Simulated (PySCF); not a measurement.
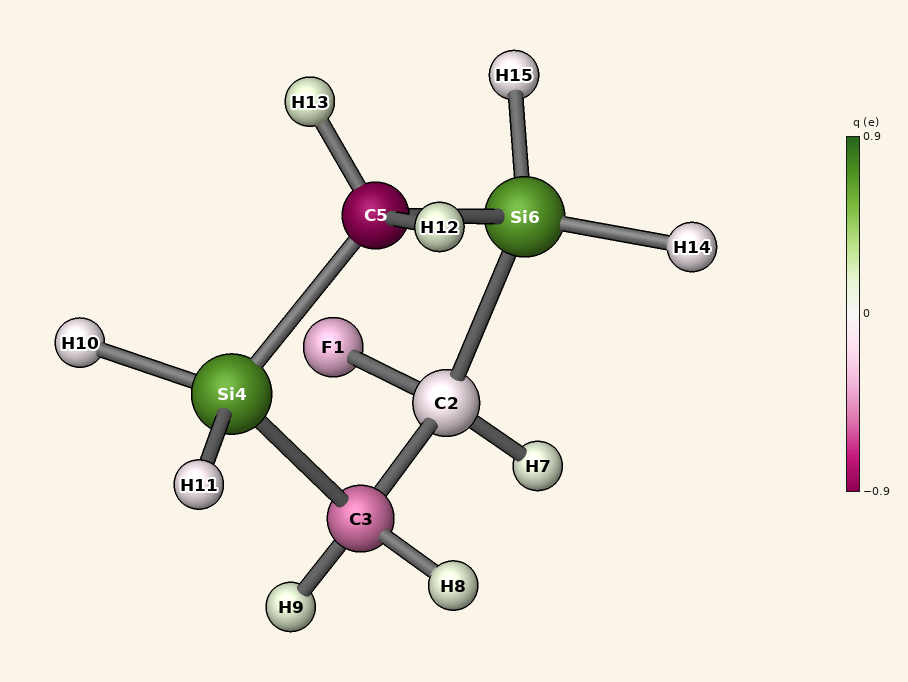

Atoms are coloured by their Mulliken charges. The geometry was computed by an optimisation with GFN2-xTB. No frequency run is at hand to confirm it as a minimum. Method: PBE0/pcSseg-1, gas phase (PySCF 2.14.0).

List the Mulliken charges.

```tsv
atom	value (e)
F1	−0.34
C2	−0.10
C3	−0.53
Si4	0.68
C5	−0.88
Si6	0.68
H7	0.13
H8	0.15
H9	0.15
H10	−0.06
H11	−0.08
H12	0.17
H13	0.18
H14	−0.08
H15	−0.07
```

Mulliken values depend strongly on the basis set and can even reverse the polarity of a bond. The geometry is semi-empirical. Around Si such bond lengths and angles can be off by a tenth of an ångström or more and by several degrees, and values that hang on the shape move with them.
